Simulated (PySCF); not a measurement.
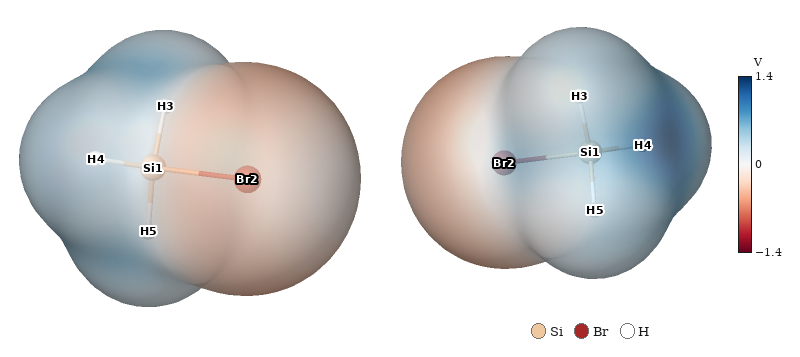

Figure 1: BrH$_{3}$Si. Electrostatic potential on the surface of electron density 0.001 a.u. (back view left, front view right).

Computed with PySCF, BP86/def2-SVP, geometry: GFN2-xTB. No frequency check shows the geometry to be a minimum. GFN2-xTB bond lengths at metals and heavier atoms can be off by up to 0.1 Å and shapes distorted, which carries into these values.

Input script:

```python
import numpy as np
from pyscf import gto, scf, dft
from pyscf.scf import atom_ks, atom_hf
from scipy.linalg import block_diag

def solve(mol, dm0=None, hcore=None):
    mf = (dft.UKS if mol.spin else dft.RKS)(mol, xc='bp86')
    mf.grids.level = 3
    mf = mf.density_fit(auxbasis='def2-universal-jkfit')
    mf.conv_tol, mf.max_cycle = 1e-8, 80
    if hcore is not None:
        mf.get_hcore = lambda *args: hcore
    mf.kernel(dm0)
    if not mf.converged:
        mf = mf.newton().run(mf.mo_coeff, mf.mo_occ, max_cycle=30)
    assert mf.converged, 'SCF not converged'
    return mf

mol = gto.M(atom='''
Si     1.46520    -0.00005    -0.00011
Br    -0.74519     0.00001    -0.00002
H      1.85583     1.01553     0.96447
H      1.85727     0.32809    -1.35953
H      1.85574    -1.34320     0.39710
''', basis='def2-svp', charge=0, spin=0, verbose=4)
mf = solve(mol)
mf.analyze()
# spherically averaged free atoms, for the promolecule
atm = atom_ks.get_atm_nrks(mol, xc='bp86')
pro = block_diag(*[(atm[a[0]][2] * atm[a[0]][3]) @ atm[a[0]][2].T for a in mol._atom])
np.savez('result.npz', e=mf.e_tot, c=mf.mo_coeff, occ=mf.mo_occ, eps=mf.mo_energy, pro=pro, dip=mf.dip_moment(verbose=0), s2=mf.spin_square()[0])
```

Launched as:

```sh
OMP_NUM_THREADS=1 python input.py
```

The run took 15 s on 1 thread of Intel(R) Xeon(R) Processor @ 2.50GHz (Skylake/Cascade Lake) (shared host), peak memory 0.28 GiB.

Partitions, critical points and surface values were worked out afterwards from this run's density.

> Where are the extremes of the potential on the surface?

Highest: 1.36 V, near Si1 (2.05 Å), H4 (2.09 Å) and H5 (2.11 Å). Further maxima include 0.66 V, near H3 (1.95 Å), H4 (2.01 Å) and Si1 (2.16 Å), and at like points elsewhere; 0.04 V, 2.1 Å from Br2. Lowest: −0.45 V, 2.2 Å from Br2, and at like points elsewhere. The surface is sampled at points, so like sites can differ by a few per cent and only the strongest of them is named.

> What volume does the surface enclose, and what is the dipole moment?

About 90 Å³; the dipole moment is 1.6 D.
